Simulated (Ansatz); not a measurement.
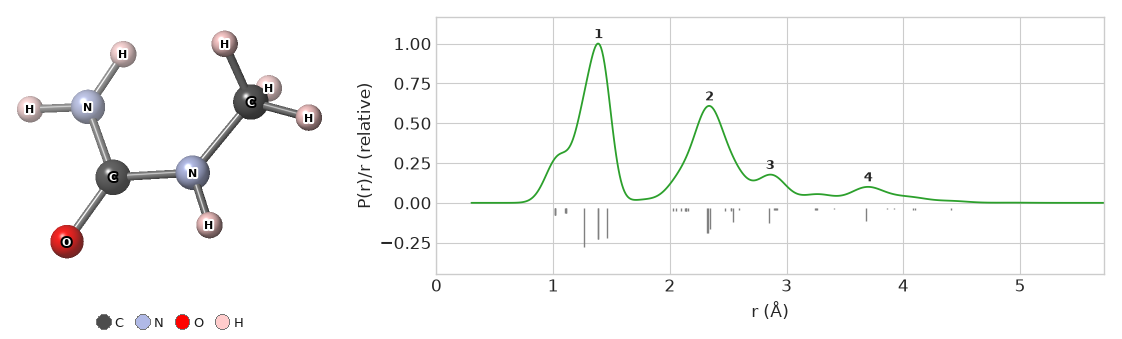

Simulated gas electron diffraction: radial distribution curve of C2H6N2O. Each pair of atoms contributes with weight ZᵢZⱼ/r (bars below the curve); damping constant 0.002 Å²; vibrational amplitudes assumed, not computed: 0.05 Å for bonds, 0.078 Å for bonds to H, 0.06 + 0.015 r up to 0.15 Å for other pairs. The geometry is the end point of an optimisation (RKS PBE/6-31G (Ansatz)); it may be a saddle point or a higher isomer.

### Which pairs of atoms lie under the numbered peaks? Mark bonded pairs by – and others by ···.

Peak 1, 1.39 Å: O–C 1.26 Å, N–C 1.39–1.46 Å (×3), not resolved; in its flanks N–H 1.01 Å, C–H 1.10–1.11 Å
Peak 2, 2.34 Å: N···H 2.09–2.59 Å (×4), O···N 2.32 Å (×2), N···N 2.35 Å, C···C 2.54 Å, not resolved
Peak 3, 2.86 Å: N···C 2.85 Å, N···H 2.89–2.90 Å (×2), C···H 2.90–2.91 Å (×2), not resolved
Peak 4, 3.70 Å: O···C 3.68 Å, C···H 3.86 Å, N···H 3.92 Å, not resolved; in its flanks O···H 4.08–4.41 Å
